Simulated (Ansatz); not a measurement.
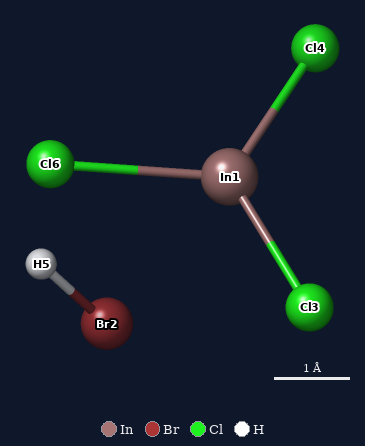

Figure 1. The structure as given in the input (ball-and-stick view, seen at a tilt; atoms are numbered from 1 in the order of the input). Sticks mark near contacts. Bond lengths as drawn: Br–H 1.48 Å and Cl–In 2.32 to 2.41 Å.

# InHBrCl₃: geometry relaxation (part 1 of 2)

- system: InHBrCl₃
- method: RKS PBE0/def2-SVP (Ansatz 0.2.0)

It belongs to a series of runs on one base structure; here: end point B relaxed. Figures and captions count atoms from 1; the log counts them from 0 in places.

## Input
```yaml
crystal:
  periodic: [false, false, false]
  atoms:
    - { symbol: In, position_ang: [-1.164478, -0.194136, 0.166137] }
    - { symbol: Br, position_ang: [2.728888, -0.39016, -0.160819] }
    - { symbol: Cl, position_ang: [-1.759897, -1.867799, -1.321814] }
    - { symbol: Cl, position_ang: [-1.542402, -0.351929, 2.44837] }
    - { symbol: H, position_ang: [2.076187, 0.908665, -0.420227] }
    - { symbol: Cl, position_ang: [-0.338298, 1.895459, -0.711746] }
basis:
  gaussian: { orbitals: def2-SVP }
hamiltonian:
  xc: pbe0
relax:
  f_tol: 0.03
  max_steps: 50
output:
  orbitals: {}
```

Run on 2 threads of Intel Xeon @ 2.50GHz (Skylake/Cascade Lake), 189 GiB of memory available, shared host.

Launch command:
```bash
ansatz run input.yaml --threads 2 --pin off --max-ram 3072MiB --backend cpu --events-out ev --progress --plain --runs-dir out
```

## The program's output
```
The last accepted step is kept in [file] (removed where the run ends without a failure and the disk answers)
Engine: ansatz 0.2.0, x86_64-unknown-linux-gnu
Functional definition: PBE0
  parameter a = 0.25
  parameter kappa = 0.804
  parameter beta = 0.06672455060314922
  exchange = (1 - a)*pbe_x(kappa = kappa, mu = beta*pi^2/3) + a*exact_x
  correlation = pbe_c(beta = beta)
1253 factors; integrals over basis functions are off by at most 2.5e-4 eV
mean field evaluation 1: about -112766.2789 eV, gradient 2.3e1 eV
mean field evaluation 2: about -112765.1376 eV, gradient 3.2e1 eV
mean field evaluation 4: about -112767.8818 eV, gradient 4.8e-1 eV
mean field evaluation 8: about -112767.9088 eV, gradient 2.9e-2 eV
mean field -112767.90884941 eV, -4144.1442133818 hartree, gradient 2.2e-5 eV, S^2 0.000000; 0 other end points of the search recorded, 0 dependent functions left out
the calculation of the forces begins
reference -112767.90888549 eV, -4144.1442147078 hartree; 54, 54 occupied and 63, 63 virtual orbitals, 1253 factors
relax step   1: F+E_penalty+E_count = -112767.90884941 eV  Δ(F+E_penalty+E_count) = +0.000e0 eV  max|allowed force component| = 9.231e-1 eV/Å  Δτ_max = 0.0000 Å  (26 SCF iters, accepted)
these checks for a lower state are left out or cut short: starts, cluster_reference, orbital_swaps, neighbouring_geometries, increment
1253 factors; integrals over basis functions are off by at most 2.9e-4 eV
mean field evaluation 16: about -112767.9333 eV, gradient 8.2e0 eV
mean field -112768.01182599 eV, -4144.1479977014 hartree, gradient 1.1e-5 eV, S^2 0.000000; 0 other end points of the search recorded, 0 dependent functions left out
the calculation of the forces begins
reference -112768.01186159 eV, -4144.1479990098 hartree; 54, 54 occupied and 63, 63 virtual orbitals, 1253 factors
relax step   2: F+E_penalty+E_count = -112768.01182599 eV  Δ(F+E_penalty+E_count) = -1.030e-1 eV  max|allowed force component| = 4.322e-1 eV/Å  Δτ_max = 0.1946 Å  (28 SCF iters, accepted)
these checks for a lower state are left out or cut short: starts, cluster_reference, orbital_swaps, neighbouring_geometries, increment
1253 factors; integrals over basis functions are off by at most 2.6e-4 eV
mean field -112768.08833205 eV, -4144.1508092471 hartree, gradient 1.2e-5 eV, S^2 0.000000; 0 other end points of the search recorded, 0 dependent functions left out
the calculation of the forces begins
reference -112768.08836726 eV, -4144.1508105413 hartree; 54, 54 occupied and 63, 63 virtual orbitals, 1253 factors
relax step   3: F+E_penalty+E_count = -112768.08833205 eV  Δ(F+E_penalty+E_count) = -7.651e-2 eV  max|allowed force component| = 3.329e-1 eV/Å  Δτ_max = 0.1925 Å  (29 SCF iters, accepted)
these checks for a lower state are left out or cut short: starts, cluster_reference, orbital_swaps, neighbouring_geometries, increment
1253 factors; integrals over basis functions are off by at most 2.5e-4 eV
mean field evaluation 32: about -112768.1563 eV, gradient 2.1e-1 eV
mean field -112768.15663416 eV, -4144.1533193036 hartree, gradient 1.8e-5 eV, S^2 0.000000; 0 other end points of the search recorded, 0 dependent functions left out
the calculation of the forces begins
reference -112768.15666923 eV, -4144.1533205923 hartree; 54, 54 occupied and 63, 63 virtual orbitals, 1253 factors
relax step   4: F+E_penalty+E_count = -112768.15663416 eV  Δ(F+E_penalty+E_count) = -6.830e-2 eV  max|allowed force component| = 3.136e-1 eV/Å  Δτ_max = 0.1948 Å  (29 SCF iters, accepted)
these checks for a lower state are left out or cut short: starts, cluster_reference, orbital_swaps, neighbouring_geometries, increment
1253 factors; integrals over basis functions are off by at most 3.1e-4 eV
mean field -112768.12763158 eV, -4144.1522534782 hartree, gradient 2.6e-5 eV, S^2 0.000000; 0 other end points of the search recorded, 0 dependent functions left out
the calculation of the forces begins
reference -112768.12766679 eV, -4144.1522547721 hartree; 54, 54 occupied and 63, 63 virtual orbitals, 1253 factors
relax step   5: F+E_penalty+E_count = -112768.12763158 eV  Δ(F+E_penalty+E_count) = +2.900e-2 eV  max|allowed force component| = 8.406e-1 eV/Å  Δτ_max = 0.1939 Å  (28 SCF iters, rejected (line search))
these checks for a lower state are left out or cut short: starts, cluster_reference, orbital_swaps, neighbouring_geometries, increment
1253 factors; integrals over basis functions are off by at most 2.5e-4 eV
mean field -112768.17356357 eV, -4144.1539414477 hartree, gradient 8.3e-6 eV, S^2 0.000000; 0 other end points of the search recorded, 0 dependent functions left out
the calculation of the forces begins
reference -112768.17359880 eV, -4144.1539427426 hartree; 54, 54 occupied and 63, 63 virtual orbitals, 1253 factors
relax step   6: F+E_penalty+E_count = -112768.17356357 eV  Δ(F+E_penalty+E_count) = -1.693e-2 eV  max|allowed force component| = 1.227e-1 eV/Å  Δτ_max = 0.0948 Å  (29 SCF iters, accepted)
these checks for a lower state are left out or cut short: starts, cluster_reference, orbital_swaps, neighbouring_geometries, increment
1253 factors; integrals over basis functions are off by at most 2.7e-4 eV
mean field -112768.17619702 eV, -4144.1540382252 hartree, gradient 7.7e-6 eV, S^2 0.000000; 0 other end points of the search recorded, 0 dependent functions left out
the calculation of the forces begins
reference -112768.17623236 eV, -4144.1540395240 hartree; 54, 54 occupied and 63, 63 virtual orbitals, 1253 factors
relax step   7: F+E_penalty+E_count = -112768.17619702 eV  Δ(F+E_penalty+E_count) = -2.633e-3 eV  max|allowed force component| = 2.743e-1 eV/Å  Δτ_max = 0.0973 Å  (30 SCF iters, accepted)
these checks for a lower state are left out or cut short: starts, cluster_reference, orbital_swaps, neighbouring_geometries, increment
1253 factors; integrals over basis functions are off by at most 2.7e-4 eV
mean field evaluation 64: about -112768.1733 eV, gradient 6.4e-6 eV
mean field -112768.17333174 eV, -4144.1539329281 hartree, gradient 6.4e-6 eV, S^2 0.000000; 0 other end points of the search recorded, 0 dependent functions left out
the calculation of the forces begins
reference -112768.17336684 eV, -4144.1539342181 hartree; 54, 54 occupied and 63, 63 virtual orbitals, 1253 factors
relax step   8: F+E_penalty+E_count = -112768.17333174 eV  Δ(F+E_penalty+E_count) = +2.865e-3 eV  max|allowed force component| = 1.606e-1 eV/Å  Δτ_max = 0.0554 Å  (30 SCF iters, rejected (line search))
these checks for a lower state are left out or cut short: starts, cluster_reference, orbital_swaps, neighbouring_geometries, increment
1253 factors; integrals over basis functions are off by at most 2.6e-4 eV
mean field -112768.17884373 eV, -4144.1541354902 hartree, gradient 6.0e-6 eV, S^2 0.000000; 0 other end points of the search recorded, 0 dependent functions left out
the calculation of the forces begins
reference -112768.17887906 eV, -4144.1541367885 hartree; 54, 54 occupied and 63, 63 virtual orbitals, 1253 factors
relax step   9: F+E_penalty+E_count = -112768.17884373 eV  Δ(F+E_penalty+E_count) = -2.647e-3 eV  max|allowed force component| = 1.303e-1 eV/Å  Δτ_max = 0.0276 Å  (30 SCF iters, accepted)
these checks for a lower state are left out or cut short: starts, cluster_reference, orbital_swaps, neighbouring_geometries, increment
1253 factors; integrals over basis functions are off by at most 2.6e-4 eV
mean field -112768.17854879 eV, -4144.1541246514 hartree, gradient 5.6e-6 eV, S^2 0.000000; 0 other end points of the search recorded, 0 dependent functions left out
the calculation of the forces begins
reference -112768.17858400 eV, -4144.1541259451 hartree; 54, 54 occupied and 63, 63 virtual orbitals, 1253 factors
relax step  10: F+E_penalty+E_count = -112768.17854879 eV  Δ(F+E_penalty+E_count) = +2.949e-4 eV  max|allowed force component| = 3.773e-2 eV/Å  Δτ_max = 0.0314 Å  (30 SCF iters, rejected (line search))
these checks for a lower state are left out or cut short: starts, cluster_reference, orbital_swaps, neighbouring_geometries, increment
1253 factors; integrals over basis functions are off by at most 2.6e-4 eV
mean field -112768.17967857 eV, -4144.1541661699 hartree, gradient 5.7e-6 eV, S^2 0.000000; 0 other end points of the search recorded, 0 dependent functions left out
the calculation of the forces begins
reference -112768.17971386 eV, -4144.1541674667 hartree; 54, 54 occupied and 63, 63 virtual orbitals, 1253 factors
relax step  11: F+E_penalty+E_count = -112768.17967857 eV  Δ(F+E_penalty+E_count) = -8.348e-4 eV  max|allowed force component| = 1.327e-2 eV/Å  Δτ_max = 0.0152 Å  (31 SCF iters, accepted)
1253 factors; integrals over basis functions are off by at most 2.6e-4 eV
mean field evaluation 96: about -112768.1797 eV, gradient 1.2e-2 eV
```

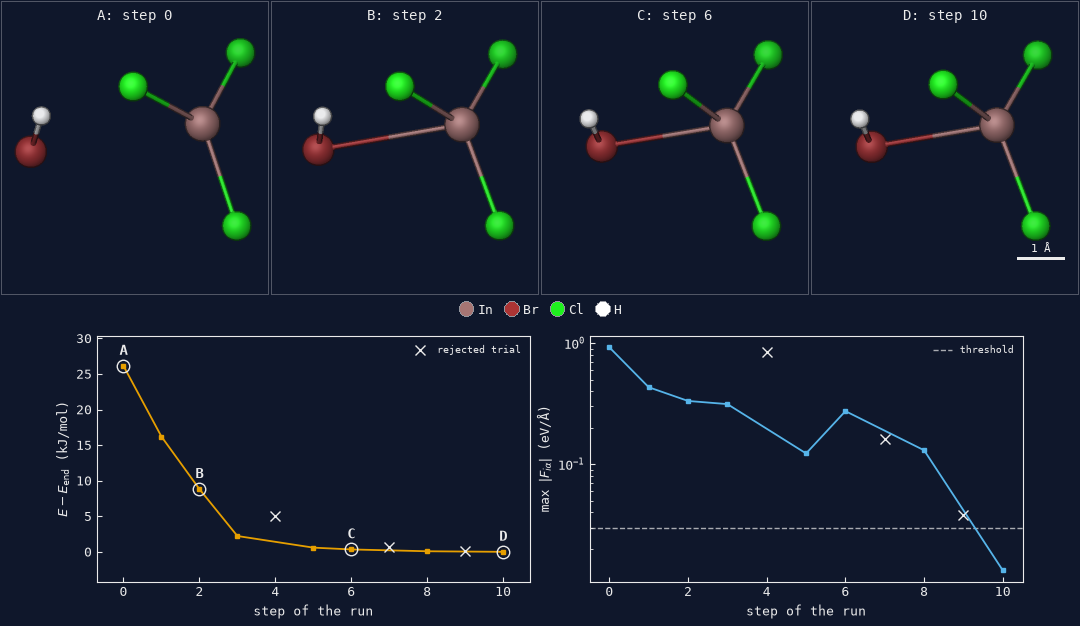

Figure 2. Frames of the relaxation (ball-and-stick view, seen at a tilt) above the curves, on which the letters mark them (the first geometry is step 0 here and step 1 in the log).

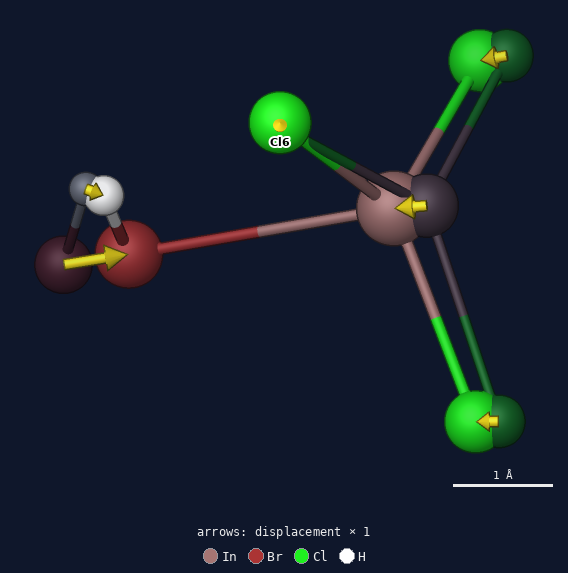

Figure 3. Start (faint) and end (solid) with the displacements as yellow arrows, at true length (ball-and-stick view, seen at a tilt). The two geometries are laid on each other by the best rigid fit. The energy falls by 26.1 kJ/mol in 10 geometry steps. Largest force component: 0.92 eV/Å at the start, 0.013 eV/Å at the end. The line search rejected the trial steps at points 4, 7, 9 (counted from 0) and went back. The largest move after the best rigid fit is that of Br2, 0.67 Å. Largest moves by element: Br 0.67 Å, In 0.34 Å, Cl 0.29 Å, H 0.20 Å. Among the contacts that change: In1–Br2 3.912 → 2.942 Å, In1–Cl6 2.412 → 2.364 Å, Br2–H5 1.477 → 1.439 Å, In1–Cl3 2.317 → 2.329 Å. New bonds form: In1–Br2 (3.91 → 2.94 Å). Among the angles that change: Cl3–In1–Cl4 122.8° → 120.6°. (Atoms are counted from 1 in the order of the input.)
